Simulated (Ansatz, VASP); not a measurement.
# KI: VASP beside Ansatz, part 2 of 2

Aim: how closely do two programs agree when they are given the same cell, functional and k mesh? The cell is taken from a series of VASP runs on this material, whose earlier steps may have relaxed, scaled or displaced it; both programs get it as it stands. Valence electrons are named where the data sets of a main pair hold unlike numbers.

VASP 6.6.1 and Ansatz 0.2.0.

So far. Step 4 (Comparison): The walks stopped with -0.04 GPa left in Ansatz and -0.02 GPa in VASP; each walk ends within a tolerance, so the volume difference is uncertain by about these residues over the bulk modulus, most in soft cells.

**5. VASP: band structure, HSE06, spin-orbit coupling**

Level of this step: HSE06, spin-orbit coupling; plane waves and PAW (I, K_sv) (VASP).

The same path points are solved in both programs, so levels can be compared one by one.

The run reads the wave functions of an earlier VASP run, which isn't shown here.

Input file INCAR:

```
SYSTEM = KI
PREC = Accurate
ENCUT = 350
EDIFF = 1E-06
NELM = 100
ISMEAR = 0
SIGMA = 0.03
LREAL = .FALSE.
ALGO = Normal
LHFCALC = .TRUE.
AEXX = 0.25
GGA = PE
HFSCREEN = 0.2
LASPH = .TRUE.
LNONCOLLINEAR = .TRUE.
MAGMOM = 0 0 0 0 0 0
NBANDS = 28
GGA_COMPAT = .FALSE.
LSORBIT = .TRUE.
PRECFOCK = Fast
LORBIT = 11
LWAVE = .FALSE.
LCHARG = .FALSE.
KPAR = 4
```

Input file POSCAR:

```
KI
1.0
    0.0000000000      3.5245500000      3.5245500000
    3.5245500000      0.0000000000      3.5245500000
    3.5245500000      3.5245500000      0.0000000000
I K
1 1
Direct
    0.5000000000      0.5000000000      0.5000000000
    0.0000000000      0.0000000000      0.0000000000
```

Input file KPOINTS:

```
Automatic mesh
0
Gamma
4 4 4
0 0 0
```

Input file KPOINTS_OPT:

```
Line mode
10
Line-mode
Reciprocal
  0.00000000   0.00000000   0.00000000 GAMMA
  0.50000000   0.00000000   0.50000000 X

  0.50000000   0.00000000   0.50000000 X
  0.50000000   0.25000000   0.75000000 W

  0.50000000   0.25000000   0.75000000 W
  0.37500000   0.37500000   0.75000000 K

  0.37500000   0.37500000   0.75000000 K
  0.00000000   0.00000000   0.00000000 GAMMA

  0.00000000   0.00000000   0.00000000 GAMMA
  0.50000000   0.50000000   0.50000000 L

  0.50000000   0.50000000   0.50000000 L
  0.62500000   0.25000000   0.62500000 U

  0.62500000   0.25000000   0.62500000 U
  0.50000000   0.25000000   0.75000000 W

  0.50000000   0.25000000   0.75000000 W
  0.50000000   0.50000000   0.50000000 L

  0.50000000   0.50000000   0.50000000 L
  0.37500000   0.37500000   0.75000000 K

  0.62500000   0.25000000   0.62500000 U
  0.50000000   0.00000000   0.50000000 X
```

Potentials, in the order of the species: I and K_sv (PBE family, release 64).

Run with:

```
mpirun -np 4 vasp_ncl
```

Numbers of over 12 decimals in the logs are rounded to 6 here.

The log of the run:

```text
[banner, memory and clock lines left out]
running    4 mpi-ranks, on    1 nodes
[...]
LDA part: xc-table for (Slater+PW92), standard interpolation
 found WAVECAR, reading the header
 POSCAR, INCAR and KPOINTS ok, starting setup
[...]
reading WAVECAR
 the WAVECAR file was read successfully
 initial charge from wavefunction
 entering main loop
       N       E                     dE             d eps       ncg     rms          rms(c)
DAV:   1    -0.652652059257E+01   -0.65265E+01   -0.82416E-01   472   0.777E+00    0.465E+00
DAV:   2    -0.653574703642E+01   -0.92264E-02   -0.31617E-02   584   0.118E+00    0.324E+00
DAV:   3    -0.653426400912E+01    0.14830E-02   -0.11331E-03   592   0.248E-01    0.190E+00
DAV:   4    -0.653377460525E+01    0.48940E-03   -0.43848E-04   584   0.138E-01    0.114E+00
[...]
DAV:  10    -0.653366241075E+01   -0.27009E-05   -0.11454E-06   456   0.740E-03    0.462E-02
DAV:  11    -0.653366401371E+01   -0.16030E-05   -0.48803E-07   372   0.504E-03    0.269E-02
DAV:  12    -0.653366489348E+01   -0.87977E-06   -0.31367E-07   360   0.397E-03
   1 F= -.65336649E+01 E0= -.65336649E+01  d E =-.499372E-35  mag=    -0.0000    -0.0000    -0.0000
 Start KPOINTS_OPT (optional k-point list driver)
k-point batch [1-8\100]
       N       E                     dE             ncg
DAV:   1    -0.616406796974E+03   -0.14675E+04      448
DAV:   2    -0.137707428766E+04   -0.76067E+03      512
DAV:   3    -0.145183424566E+04   -0.74760E+02      688
DAV:   4    -0.145474994123E+04   -0.29157E+01      648
DAV:   5    -0.145486090474E+04   -0.11096E+00      628
DAV:   6    -0.145486368341E+04   -0.27787E-02      636
DAV:   7    -0.145486374933E+04   -0.65925E-04      628
DAV:   8    -0.145486375077E+04   -0.14363E-05      556
DAV:   9    -0.145486375083E+04   -0.61594E-07      388
[...]
k-point batch [97-100\100]
       N       E                     dE             ncg
DAV:   1     0.116080503731E+04   -0.18128E+04      232
DAV:   2     0.815341983936E+03   -0.34546E+03      256
DAV:   3     0.783552540667E+03   -0.31789E+02      360
DAV:   4     0.782467292330E+03   -0.10852E+01      320
DAV:   5     0.782433762291E+03   -0.33530E-01      344
DAV:   6     0.782433096856E+03   -0.66543E-03      320
DAV:   7     0.782433085862E+03   -0.10994E-04      344
DAV:   8     0.782433085684E+03   -0.17782E-06      224
```

Parts of OUTCAR (step 5):

```text
 POSITION                                       TOTAL-FORCE (eV/Angst)
 -----------------------------------------------------------------------------------
      3.52455      3.52455      3.52455         0.000000      0.000000      0.000000
      0.00000      0.00000      0.00000        -0.000000     -0.000000     -0.000000
 -----------------------------------------------------------------------------------
    total drift:                                0.000000      0.000000      0.000000

  FREE ENERGIE OF THE ION-ELECTRON SYSTEM (eV)
  ---------------------------------------------------
  free  energy   TOTEN  =        -6.5336648935 eV

  energy  without entropy=       -6.5336648935  energy(sigma->0) =       -6.53366489

 magnetization (x)
# of ion       s       p       d       tot
------------------------------------------
    1       -0.000   0.000  -0.000   0.000
    2        0.000   0.000  -0.000   0.000
--------------------------------------------------
tot         -0.000   0.000  -0.000   0.000

 magnetization (y)
# of ion       s       p       d       tot
------------------------------------------
    1       -0.000  -0.000  -0.000  -0.000
    2       -0.000   0.000  -0.000  -0.000
--------------------------------------------------
tot         -0.000  -0.000  -0.000  -0.000

 magnetization (z)
# of ion       s       p       d       tot
------------------------------------------
    1        0.000   0.000   0.000   0.000
    2        0.000  -0.000   0.000   0.000
--------------------------------------------------
tot          0.000  -0.000   0.000   0.000

[... 3 further parts left out ...]
[key lines of the parts left out:]
E-fermi :  -0.5348
```

The k-mesh is coarse for exact exchange; levels may shift by about 0.1 eV on a finer one.

**6. Ansatz: band structure, HSE06, spin-orbit coupling**

The same cell, functional, mesh and smearing now go to Ansatz, which takes its cutoff from its data sets.

The cell is taken from a series of VASP runs on this material, whose earlier steps may have relaxed, scaled or displaced it; both programs get it as it stands.

Input file input.yaml:

```yaml
crystal:
  lattice:
    - [0.0, 3.52455, 3.52455]
    - [3.52455, 0.0, 3.52455]
    - [3.52455, 3.52455, 0.0]
  atoms:
    - { symbol: I, position: [0.5, 0.5, 0.5] }
    - { symbol: K, position: [0.0, 0.0, 0.0] }
hamiltonian:
  xc: { exchange: pbe, correlation: pbe, exx: { coeff: 0.25, omega: 0.2 } }
  pseudopotentials: { kind: paw_fr }
magnetization:
  noncollinear: true
  spin_orbit: true
kpoints:
  mp_grid: { grid: [4, 4, 4] }
  band_path:
    path:
      - [0.0, 0.0, 0.0]
      - [0.5, 0.0, 0.5]
      - [0.5, 0.22222, 0.72222]
      - [0.40278, 0.34722, 0.75]
      - [0.125, 0.125, 0.25]
      - [0.27778, 0.27778, 0.27778]
      - [0.55556, 0.38889, 0.55556]
      - [0.58333, 0.25, 0.66667]
      - [0.5, 0.30556, 0.69444]
      - [0.48611, 0.48611, 0.52778]
      - [0.625, 0.25, 0.625]
      - [0.5, 0.0, 0.5]
    npoints: 1
scf:
  occupations: { method: gaussian, width: 0.03 }
  n_extra_bands: 14
output:
  forces: true
  stress: true
  eigenvalues: true
  write_density: true
  write_potential: true
  elf: true
  volumetric_format: npy
```

Run with:

```
ansatz run input.yaml --threads 4 --pin off --max-ram 9216MiB --backend cpu --events-out ev --progress --plain --runs-dir out
```

The log of the run:

```text
[...]
k-point 0: bands = [... 22 lower, 1.9364, 1.9364, 1.9364, 1.9364, 6.5955, 6.5955, 9.2522, 9.2522, ... 10 higher]
  k-point 1: bands = [... 22 lower, 1.3718, 1.3718, 1.7341, 1.7341, 7.7021, 7.7021, 9.2866, 9.2866, ... 10 higher]
  k-point 2: bands = [... 22 lower, 1.0610, 1.0610, 1.5502, 1.5502, 8.1143, 8.1143, 10.5288, 10.5288, ... 10 higher]
  k-point 7: bands = [... 22 lower, 1.0770, 1.0770, 1.1953, 1.1953, 9.0863, 9.0863, 9.2039, 9.2039, ... 10 higher]
[key lines of the parts left out:]
Magnetization: |M| = 0.0000 μB,  M = (+0.0000, +0.0000, +0.0000) μB
Free energy (F): -9057.198963 eV
Fermi energy:    4.266010 eV
P = ⅓ Tr σ = 0.5075 GPa (5.075 kbar)
```

Elapsed: 3.6 min, on 4 threads of Arm Neoverse V1, shared host; peak memory 1.8 GiB.

**7. Side by side**

What differs besides the data sets and the points named for the pairs above, as far as they apply: spin-orbit coupling enters by fully relativistic files in Ansatz and inside the spheres in VASP; exact exchange at q = 0 is treated differently, which shows on coarse meshes; VASP keeps PBE cores, Ansatz makes them for the functional; the data sets hold 26 valence electrons in Ansatz (on its fully relativistic PAW (standard-fr) files) and 16 in VASP; the cutoff is 420 eV in Ansatz and 350 eV in VASP; VASP takes a coarser grid for exact exchange (PRECFOCK = Fast). Total energies have different zeros and are not compared.

Both answers:

```
                     quantity  Ansatz   VASP  difference
gap over the path points (eV)   4.659  4.662      -0.003
```

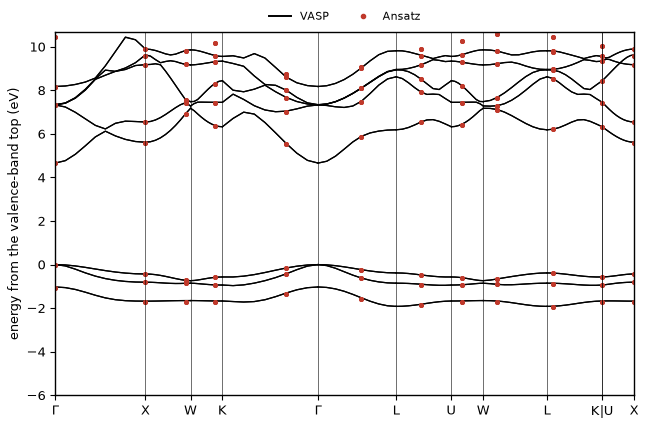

Bands from VASP (lines) and levels from Ansatz (dots). Dots without a line are higher empty bands that the VASP plot leaves out.

Levels at points of the path, from each program's valence-band top (eV; 6 filled, then empty):

```
k (reciprocal lattice)                                                             Ansatz                                                               VASP
     0.000 0.000 0.000      -1.09 -1.09 0.00 0.00 0.00 0.00 4.66 4.66 7.32 7.32 7.32 7.32      -1.03 -1.03 0.00 0.00 0.00 0.00 4.66 4.66 7.33 7.33 7.33 7.33
     0.500 0.000 0.500  -1.73 -1.73 -0.82 -0.82 -0.43 -0.43 5.59 5.59 6.53 6.53 9.18 9.18  -1.68 -1.68 -0.81 -0.81 -0.43 -0.43 5.62 5.62 6.55 6.55 9.18 9.18
     0.500 0.222 0.722  -1.71 -1.71 -0.86 -0.86 -0.73 -0.73 6.90 6.90 7.41 7.41 7.55 7.55  -1.65 -1.65 -0.86 -0.86 -0.72 -0.72 6.92 6.92 7.43 7.43 7.57 7.57
     0.403 0.347 0.750  -1.73 -1.73 -0.94 -0.94 -0.59 -0.59 6.36 6.36 7.43 7.43 8.31 8.31  -1.67 -1.67 -0.93 -0.93 -0.58 -0.58 6.38 6.38 7.45 7.45 8.33 8.33
     0.125 0.125 0.250  -1.36 -1.36 -0.43 -0.43 -0.16 -0.16 5.56 5.56 7.03 7.03 7.66 7.66  -1.31 -1.31 -0.42 -0.42 -0.16 -0.16 5.56 5.56 7.04 7.04 7.67 7.67
     0.278 0.278 0.278  -1.58 -1.58 -0.63 -0.63 -0.23 -0.23 5.88 5.88 7.48 7.48 8.09 8.09  -1.53 -1.53 -0.62 -0.62 -0.23 -0.23 5.89 5.89 7.50 7.50 8.10 8.10
     0.556 0.389 0.556  -1.87 -1.87 -0.92 -0.92 -0.48 -0.48 6.53 6.53 7.91 7.91 8.51 8.51  -1.82 -1.82 -0.90 -0.90 -0.47 -0.47 6.54 6.54 7.93 7.93 8.53 8.53
     0.583 0.250 0.667  -1.72 -1.72 -0.93 -0.93 -0.61 -0.61 6.43 6.43 7.43 7.43 8.19 8.19  -1.67 -1.67 -0.92 -0.92 -0.60 -0.60 6.45 6.45 7.45 7.45 8.21 8.21
     0.500 0.306 0.694  -1.73 -1.73 -0.91 -0.91 -0.66 -0.66 7.09 7.09 7.28 7.28 7.66 7.66  -1.67 -1.67 -0.91 -0.91 -0.66 -0.66 7.12 7.12 7.30 7.30 7.68 7.68
     0.486 0.486 0.528  -1.96 -1.96 -0.88 -0.88 -0.39 -0.39 6.21 6.21 8.52 8.52 8.92 8.92  -1.91 -1.91 -0.86 -0.86 -0.39 -0.39 6.22 6.22 8.54 8.54 8.93 8.93
```

Among the levels compared at these points, filled levels agree within 64 meV and empty ones within 26 meV.

**8. Results**

```json
{
 "difference in volume (relaxation of cell and atoms, LDA)": "-0.26 %",
 "largest difference of a filled level at the path points (band structure, HSE06, spin-orbit coupling)": "64 meV"
}
```

The largest difference of a filled level at the path points is 64 meV (band structure, HSE06, spin-orbit coupling), within the 80 meV picked in this series as the mark of a large difference. The data sets hold unlike numbers of valence electrons (26 in Ansatz and 16 in VASP), so part of the differences comes from the potentials. How closely two codes agree says nothing of how well the functional describes the real material.

[Lines on the potential files, build, host, timing and source positions are cut from VASP's logs without a mark.]

[Logs are printed without paths, hosts, clocks, repeated set-up lines and the standing remarks that a program may print on its own settings, such as how far it seeks lower states.]

[Hosts, paths, dates, database ids (printed as entryN), source tags and the programs' standing remarks are cut or masked in the printed files.]
